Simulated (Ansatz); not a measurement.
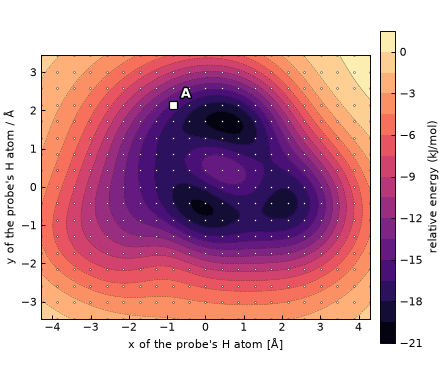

H₄NPSSi (SMILES SP1N[SiH2]1) with the probe H2O. The probe is moved over a plane parallel to the molecule's main plane, 2.67 Å above it. First axis: x of the probe's H atom. Second axis: y of the probe's H atom. Nothing is relaxed (molecule and probe rigid, the probe upright with H nearest the plane). Grid: 21 × 17 points. Points are written as (first, second). Energies are in kJ/mol, from molecule and probe far apart, each relaxed in its own basis (no counterpoise correction). The calculation used RKS SPW92 (LDA)/def2-SVPD (Ansatz).

Drawn: filled contours, dots at the grid points, the point A. Between grid points the surface is interpolated.

**Which way does the force act at A, and how strong is it?**

A, at (−0.86 Å, 2.15 Å), is not a stationary point. The computed force is 0.075 eV/Å in the plane, pointing down and right in the picture (components 0.045 and −0.060 eV/Å).
